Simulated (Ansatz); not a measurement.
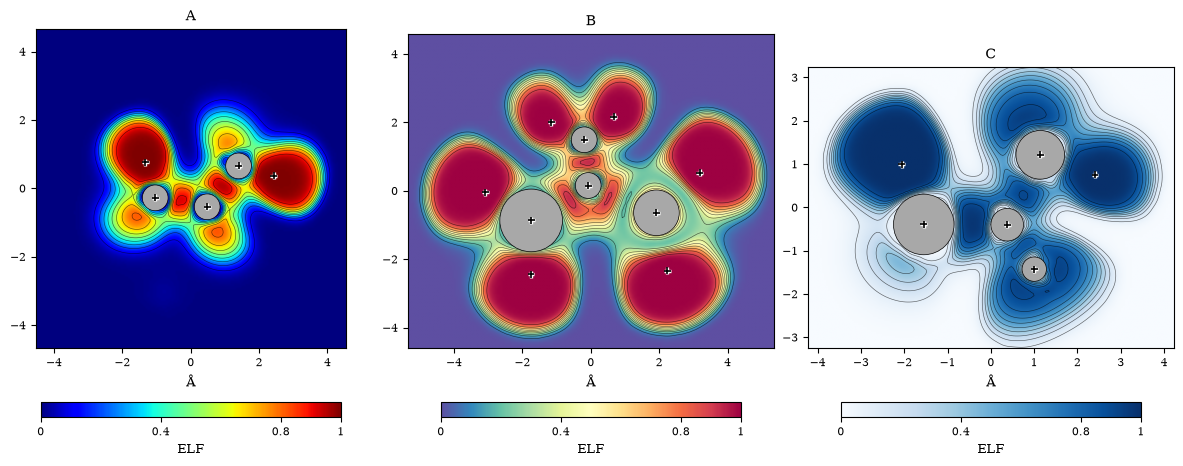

The ELF of 3 systems, each on a plane through atoms (crosses mark nuclei in the plane; grey discs cover the cores).

The calculation used RKS PBE0-D4/def2-TZVPP (Ansatz 0.2.0).

System 1: C3H8Si (SMILES CC1C[SiH2]1), the plane of atoms C1, C2 and C3. Geometry: PBE0-D4/def2-TZVP.

```xyz
12

C    -0.8365    1.1031   -0.6754
C    -0.4372    0.0932    0.3700
C     1.0561   -0.0022    0.7427
Si    0.3666   -1.5238   -0.0514
H    -0.1781    1.0549   -1.5475
H    -0.7800    2.1239   -0.2812
H    -1.8566    0.9324   -1.0268
H    -1.0972    0.0720    1.2348
H     1.7244    0.6258    0.1599
H     1.3011   -0.0075    1.8000
H     0.7084   -1.8029   -1.4631
H     0.1059   -2.7240    0.7720
```

System 2: C2H6GaIn, the molecular plane. Geometry: PBE0-D4/def2-TZVP; core potentials replace the inner electrons of In.

```xyz
10

C    -0.5502    0.5441   -1.2887
C    -0.0530    0.0094   -0.1620
Ga    0.4429   -1.8816   -0.2385
In    0.1164    1.3153    1.5356
H    -0.8625    1.5878   -1.3717
H    -0.6777   -0.0354   -2.2074
H     1.0391   -2.6279    1.0094
H     0.2206   -2.6336   -1.6064
H     0.7342    0.7760    3.0525
H    -0.4098    2.9458    1.2771
```

System 3: CH4OSSi (SMILES O=C([SiH3])S), the plane of atoms O1, C2 and S4. Geometry: PBE0-D4/def2-TZVP.

```xyz
8

O    -0.4191   -0.6362    1.6473
C    -0.2566   -0.5129    0.4635
Si    0.5227    1.0833   -0.2843
S    -0.7071   -1.7663   -0.7254
H     0.6052    0.9647   -1.7611
H    -0.3475    2.2175    0.1062
H     1.8725    1.2290    0.3098
H    -1.1780   -2.6362    0.1881
```

Which map belongs to which system?

Answer. Panel A is system 1, C3H8Si: the plane holds C and H. C–C (1.51 Å): the ELF peaks at about 0.95 between the atoms, as expected for a covalent bond. Panel B is system 2, C2H6GaIn: the plane holds C, Ga, In and H. C–C (1.34 Å): the ELF peaks at about 0.95 between the atoms; a short, multiple covalent bond. Panel C is system 3, CH4OSSi: the plane holds O, C, Si, S and H. C–O (1.20 Å): the ELF peaks at about 0.85 between the atoms (a multiple bond).
